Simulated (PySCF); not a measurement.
**One shape, several levels: O2F (SMILES [O]OF)**

We compute a comparison of 6 runs (U-revPBE/def2-TZVPPD, UB3LYP/def2-TZVPPD, UBHLYP/def2-TZVPPD, UCAM-B3LYP/def2-TZVPPD, UPBE/def2-TZVPPD, UPBE0/def2-TZVPPD) of O2F. Input form: a Python script.

The results are computed with PySCF 2.14.0.

2 further runs of the same task are left out: 2 set aside as unsound or not needed.

### 1 The structure to begin with

O2F: 3 atoms, total charge 0, spin state doublet. As SMILES, `[O]OF`. The O2–F3 distance was set to 1.573 Å, away from the relaxed value.

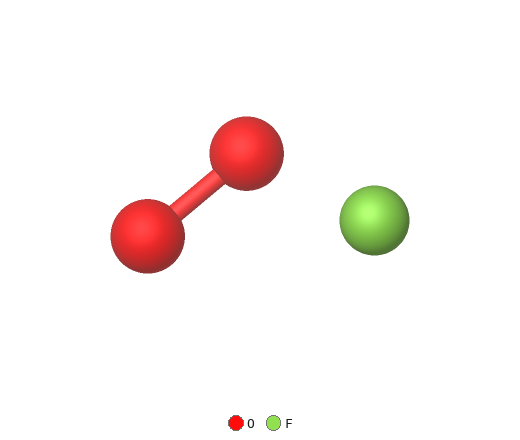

The structure, seen from a chosen angle (oxygen red, fluorine green).

### 2 A single-point energy at U-revPBE/def2-TZVPPD (run 1)

job.py

```python
from pyscf import gto, dft

mol = gto.Mole()
mol.atom = [
    ('O', (1.053414, -0.414432, 0.535384)),
    ('O', (0.133270, 0.497870, 0.127930)),
    ('F', (-1.066650, -0.202430, -0.610160)),
]
mol.verbose = 4
mol.spin = 1
mol.max_memory = 1860
mol.basis = 'def2-tzvppd'
mol.charge = 0
mol.build()

mf = dft.UKS(mol, xc='revpbe')
mf.conv_tol = 1e-10
mf.grids.level = 5
mf.kernel()
if not mf.converged:
    mf = mf.newton().run(mf.mo_coeff, mf.mo_occ)

e_final = mf.e_tot
print('Final energy', e_final)
```

The run is started by

```bash
$ OMP_NUM_THREADS=1 python job.py
```

What it wrote:

```text
PySCF version 2.14.0

[... 54 lines left out ...]
WARN: HOMO -0.257288250524468 >= LUMO -0.257288250524461
[... 58 lines left out ...]
converged SCF energy = -250.116376347099  <S^2> = 0.75604058  2S+1 = 2.0060315
Final energy -250.11637634709865
```

Wall time 25 s (1 thread of Arm Neoverse V2, shared host); peak memory 0.65 GiB.

### 3 The energy at UB3LYP/def2-TZVPPD (run 2)

run.py

```python
from pyscf import gto, dft

mol = gto.Mole()
mol.atom = '''
O      1.990664    -0.783163     1.011729
O      0.251844     0.940838     0.241753
F     -2.015676    -0.382537    -1.153035
'''
mol.charge = 0
mol.spin = 1
mol.unit = 'bohr'
mol.basis = 'def2-tzvppd'
mol.verbose = 3
mol.max_memory = 1860
mol.build()

calc0 = dft.UKS(mol)
calc0.xc = 'b3lyp'
calc0.grids.level = 5
calc0.conv_tol = 1e-10
calc0.kernel()
if not calc0.converged:
    calc0 = calc0.newton().run(calc0.mo_coeff, calc0.mo_occ)

etot = calc0.e_tot
print('Final energy', etot)
```

The run is started by

```bash
$ OMP_NUM_THREADS=1 python run.py
```

What it wrote:

```text
converged SCF energy = -250.15760229545  <S^2> = 0.77276783  2S+1 = 2.0226397
Final energy -250.1576022954498
```

Run time: 33 s. Hardware: 1 thread of Arm Neoverse V2, shared host; peak memory 0.65 GiB.

### 4 A single-point energy at UBHLYP/def2-TZVPPD (run 3)

calc.py

```python
from pyscf import gto, dft

molecule = gto.M(
    atom='''
O    1.053414  -0.414432   0.535384
O    0.133270   0.497870   0.127930
F   -1.066650  -0.202430  -0.610160
''',
    verbose=3,
    max_memory=1860,
    basis='def2-tzvppd',
    spin=1,
)

mf = dft.UKS(molecule, xc='bhandhlyp')
mf.conv_tol = 1e-10
mf.grids.level = 5
mf.kernel()
if not mf.converged:
    mf = mf.newton().run(mf.mo_coeff, mf.mo_occ)

e_tot = mf.e_tot
print('Final energy', e_tot)
```

The run is started by

```bash
$ OMP_NUM_THREADS=1 python calc.py
```

What it wrote:

```text
WARN: HOMO -0.28020173085288 >= LUMO -0.280201730852866

SCF not converged.
SCF energy = -250.012250792204 after 50 cycles  <S^2> = 0.82002196  2S+1 = 2.0688373
converged SCF energy = -250.016150186369  <S^2> = 0.98598912  2S+1 = 2.223501
Final energy -250.01615018636943
```

Run time: 3 min. Hardware: 1 thread of Arm Neoverse V2, shared host; peak memory 0.8 GiB.

Runs 4 to 5 aren't shown in full; the table further down has their settings and results.

### 5 A single-point energy at UPBE0/def2-TZVPPD (run 6)

input.py

```python
from pyscf import gto, dft

mol = gto.M(
    atom='''
O      1.990664    -0.783163     1.011729
O      0.251844     0.940838     0.241753
F     -2.015676    -0.382537    -1.153035
''',
    unit='bohr',
    max_memory=1860,
    basis='def2-tzvppd',
    spin=1,
    verbose=3,
)

mf = dft.UKS(mol, xc='pbe0')
mf.conv_tol = 1e-10
mf.grids.level = 5
mf.kernel()
if not mf.converged:
    mf = mf.newton().run(mf.mo_coeff, mf.mo_occ)

etot = mf.e_tot
print('E(%s) = %.9f' % ('PBE0', etot))
```

The run is started by

```bash
$ OMP_NUM_THREADS=1 python input.py
```

What it wrote:

```text
converged SCF energy = -249.900203934893  <S^2> = 0.7842267  2S+1 = 2.0339387
E(PBE0) = -249.900203935
```

Wall time 36 s (1 thread of Arm Neoverse V2, shared host); peak memory 0.65 GiB.

### 6 The series

```
run                   level  energy (Eh)  dipole moment (D)  HOMO energy (eV)  LUMO energy (eV)  wall time
  1    U-revPBE/def2-TZVPPD  -250.116376               1.00             -8.17             -6.40       25 s
  2      UB3LYP/def2-TZVPPD  -250.157602               1.02            -10.23             -5.55       33 s
  3      UBHLYP/def2-TZVPPD  -250.016150               0.87            -12.60             -3.24      3 min
  4  UCAM-B3LYP/def2-TZVPPD  -250.081364               1.02            -12.16             -3.86       56 s
  5        UPBE/def2-TZVPPD  -249.949321               1.00             -8.24             -6.51       25 s
  6       UPBE0/def2-TZVPPD  -249.900204               1.02            -10.53             -5.03       36 s
```

### 7 Results

| quantity | value |
| --- | --- |
| run 6: total energy | -249.90020 Eh |
| run 6: dipole moment | 1.02 D |
| run 6: HOMO energy (highest over α and β) | -10.53 eV |
| run 6: LUMO energy (lowest over α and β) | -5.03 eV |
| run 6: ⟨S²⟩ | 0.784 |

The dipole moment (its size) runs from 0.87 D (UBHLYP/def2-TZVPPD) to 1.02 D (UB3LYP/def2-TZVPPD). Totals of different functionals can't be ranked against each other. Spin contamination of the reference: run 3 ⟨S²⟩ = 0.99. All runs together took 6 min, the longest 3 min.
